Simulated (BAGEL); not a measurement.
**PBE0/def2-SVPD (density fitting with qzvpp-jkfit) run of GeH4S (Ge(SH)H3)**

What is the energy change on altering one bond length of GeH4S (Ge(SH)H3) at PBE0/def2-SVPD (density fitting with qzvpp-jkfit)? 

The results are computed with BAGEL 1.2.2.

1 further run of the same task is left out (set aside as unsound or not needed).

## Step 1: The molecule

GeH4S: 6 atoms, total charge 0, spin state singlet. As SMILES, `[H][Ge]([H])([H])[SH]`. The shape comes from GFN2-xTB, which is rough for such elements, and wasn't checked as a minimum.

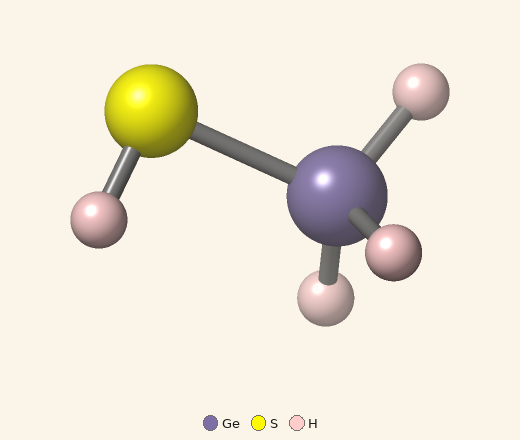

The structure, seen from a chosen angle (germanium purple, sulfur yellow, hydrogen pink).

## Step 2: A single-point energy at PBE0/def2-SVPD (density fitting with qzvpp-jkfit)

calc.json

```json
{ "bagel" : [

{
  "title" : "molecule",
  "basis" : "def2-svpd.json",
  "df_basis" : "qzvpp-jkfit",
  "angstrom" : true,
  "geometry" : [
    { "atom" : "Ge", "xyz" : [    0.201110,   -0.010780,   -0.503070 ] },
    { "atom" : "S", "xyz" : [    0.260440,    0.021500,    1.690160 ] },
    { "atom" : "H", "xyz" : [   -1.059390,    0.053950,    1.826060 ] },
    { "atom" : "H", "xyz" : [    1.614000,   -0.023310,   -0.982370 ] },
    { "atom" : "H", "xyz" : [   -0.508420,    1.199120,   -1.038330 ] },
    { "atom" : "H", "xyz" : [   -0.507750,   -1.240490,   -0.992450 ] }
  ]
},
{
  "title" : "ks",
  "xc_func" : "pbe0"
},
{
  "title" : "print",
  "file" : "orbitals.molden",
  "orbitals" : true
}

]}
```

The basis set def2-SVPD is read from a file made from the Basis Set Exchange's data (not shown).

Started as:

```bash
$ BAGEL_NUM_THREADS=1 BAGEL calc.json > calc.out
```

Output:

```text
* using 1 threads per process

  ===============================================================
  ===============================================================

  *** Geometry ***

  { "atom" : "Ge", "xyz" : [      0.380043,     -0.020371,     -0.950665 ] },
  { "atom" : "S", "xyz" : [      0.492160,      0.040629,      3.193940 ] },
  { "atom" : "H", "xyz" : [     -2.001957,      0.101951,      3.450753 ] },
  { "atom" : "H", "xyz" : [      3.050018,     -0.044050,     -1.856410 ] },
  { "atom" : "H", "xyz" : [     -0.960775,      2.266008,     -1.962159 ] },
  { "atom" : "H", "xyz" : [     -0.959508,     -2.344186,     -1.875459 ] },

  Number of auxiliary basis functions:      466

  Since a DF basis is specified, we compute 2- and 3-index integrals:
    o Being stored without compression. Storage requirement is 0.035 GB

  Number of basis functions:       97
  Number of electrons      :       52

    * METHOD: MOLECULE                             0.20

  *** Kohn-Sham DFT ***

    * Removing 9106 points whose weight is below 1.00e-10
    * Grid points: 80330

  === Nuclear Repulsion ===
   179.6263034462

       - DIIS with orbital gradients will be used.

  === KS iteration (pbe0 / def2-svpd.json) ===
      0      -2417.95649629          0.09163866           0.37
      1      -2163.59625440          0.16154647           0.35
      2      -2268.27421672          0.09838304           0.35
      3      -2372.89261114          0.21044657           0.35
      4      -2447.94258116          0.14509174           0.35
      5      -2407.26603926          0.23446102           0.35
      6      -2406.62555546          0.22554491           0.35
      7      -2325.95872844          0.37753523           0.35
      8      -2353.22916538          0.16965309           0.35
      9      -2475.41147770          0.05187610           0.35
     10      -2476.50492978          0.02523498           0.35
     11      -2476.78382453          0.00812724           0.34
     12      -2476.81792636          0.00291979           0.34
     13      -2476.82289448          0.00041428           0.33
     14      -2476.82296714          0.00015141           0.34
     15      -2476.82297721          0.00002438           0.34
     16      -2476.82297744          0.00001067           0.34
     17      -2476.82297749          0.00000195           0.35
     18      -2476.82297749          0.00000031           0.35
     19      -2476.82297749          0.00000013           0.35
     20      -2476.82297749          0.00000004           0.35
     21      -2476.82297749          0.00000001           0.35
     22      -2476.82297749          0.00000000           0.35
    * SCF iteration converged.

    * Permanent dipole moment:
           (    0.292971,    -0.003781,     0.402017) a.u.

    * METHOD: KS                                   8.32

    * METHOD: PRINT                                0.02

  ===============================================================
```

Run time: 8.7 s. Hardware: 1 thread of Arm Neoverse V2, shared host; peak memory 0.39 GiB.

## Step 3: The distorted shape

dft.json

```json
{ "bagel": [

{
  "title": "molecule",
  "basis": "def2-svpd.json",
  "df_basis": "qzvpp-jkfit",
  "angstrom": "true",
  "geometry": [
    { "atom": "Ge", "xyz": [       0.768200,       0.972991,      -0.111565 ] },
    { "atom": "S", "xyz": [       0.827530,       1.005271,       2.081665 ] },
    { "atom": "H", "xyz": [      -0.492300,       1.037721,       2.217565 ] },
    { "atom": "H", "xyz": [       2.181090,       0.960461,      -0.590865 ] },
    { "atom": "H", "xyz": [       0.058670,       2.182891,      -0.646825 ] },
    { "atom": "H", "xyz": [      -0.507750,      -1.240490,      -0.992450 ] }
  ]
},

{ "title": "ks", "xc_func": "pbe0" },

{ "title": "print", "file": "orbitals.molden", "orbitals": "true" }

]}
```

The basis set def2-SVPD is read from a file made from the Basis Set Exchange's data (not shown).

Started as:

```bash
$ BAGEL_NUM_THREADS=1 BAGEL dft.json > dft.out
```

Output:

```text
* using 1 threads per process

  ===============================================================
  ===============================================================

  *** Geometry ***

  { "atom" : "Ge", "xyz" : [      1.451688,      1.838687,     -0.210827 ] },
  { "atom" : "S", "xyz" : [      1.563805,      1.899687,      3.933777 ] },
  { "atom" : "H", "xyz" : [     -0.930312,      1.961008,      4.190591 ] },
  { "atom" : "H", "xyz" : [      4.121663,      1.815008,     -1.116573 ] },
  { "atom" : "H", "xyz" : [      0.110870,      4.125066,     -1.222322 ] },
  { "atom" : "H", "xyz" : [     -0.959508,     -2.344186,     -1.875459 ] },

  Number of auxiliary basis functions:      466

  Since a DF basis is specified, we compute 2- and 3-index integrals:
    o Being stored without compression. Storage requirement is 0.035 GB

  Number of basis functions:       97
  Number of electrons      :       52

    * METHOD: MOLECULE                             0.21

  *** Kohn-Sham DFT ***

    * Removing 8396 points whose weight is below 1.00e-10
    * Grid points: 81040

  === Nuclear Repulsion ===
   173.7838275829

       - DIIS with orbital gradients will be used.

  === KS iteration (pbe0 / def2-svpd.json) ===
      0      -2417.36157228          0.08938758           0.37
      1      -2167.14277348          0.15933941           0.36
      2      -2267.06233155          0.09430171           0.36
      3      -2346.66850649          0.13398548           0.36
      4      -2455.34170218          0.10597453           0.34
      5      -2466.42193997          0.08072443           0.34
      6      -2383.28532833          0.23354664           0.34
      7      -2381.17871342          0.20396446           0.34
      8      -2457.05622406          0.10607581           0.34
      9      -2472.78733938          0.07203211           0.36
     10      -2476.07201279          0.02702392           0.35
     11      -2476.41691801          0.01925971           0.35
     12      -2476.67877760          0.00661561           0.35
     13      -2476.70378517          0.00311239           0.35
     14      -2476.71194725          0.00110673           0.35
     15      -2476.71263784          0.00022987           0.35
     16      -2476.71268918          0.00004869           0.35
     17      -2476.71269075          0.00001457           0.35
     18      -2476.71269086          0.00000213           0.35
     19      -2476.71269087          0.00000079           0.35
     20      -2476.71269087          0.00000015           0.35
     21      -2476.71269087          0.00000006           0.35
     22      -2476.71269087          0.00000003           0.35
     23      -2476.71269087          0.00000001           0.34
     24      -2476.71269087          0.00000000           0.34
    * SCF iteration converged.

    * Permanent dipole moment:
           (   -0.067123,    -0.669466,    -0.084157) a.u.

    * METHOD: KS                                   9.08

    * METHOD: PRINT                                0.02

  ===============================================================
```

Run time: 9.6 s. Hardware: 1 thread of Arm Neoverse V2, shared host; peak memory 0.4 GiB.

## Step 4: What came out

Level: PBE0/def2-SVPD (density fitting with qzvpp-jkfit).

```
                                                          quantity           value
                                         first shape: total energy  -2476.82298 Eh
                                        first shape: dipole moment          1.26 D
                                          first shape: HOMO energy        -7.38 eV
                                          first shape: LUMO energy        -0.21 eV
                                        first shape: HOMO–LUMO gap         7.18 eV
                                     distorted shape: total energy  -2476.71269 Eh
                                    distorted shape: dipole moment          1.72 D
                                      distorted shape: HOMO energy        -6.87 eV
                                      distorted shape: LUMO energy        -2.90 eV
                                    distorted shape: HOMO–LUMO gap         3.97 eV
energy change with the Ge1–H6 bond stretched from 1.501 to 2.702 Å        3.001 eV
```

**Reading.** One bond (distorted shape) is far stretched, which a spin-restricted single reference describes badly; a broken-symmetry solution may lie lower. With the Ge1–H6 bond stretched from 1.501 to 2.702 Å the energy rises by 3.00 eV (290 kJ/mol). The first shape isn't relaxed at this level, so the change isn't measured from a minimum. A restricted reference can't describe the breaking bond well at this length.
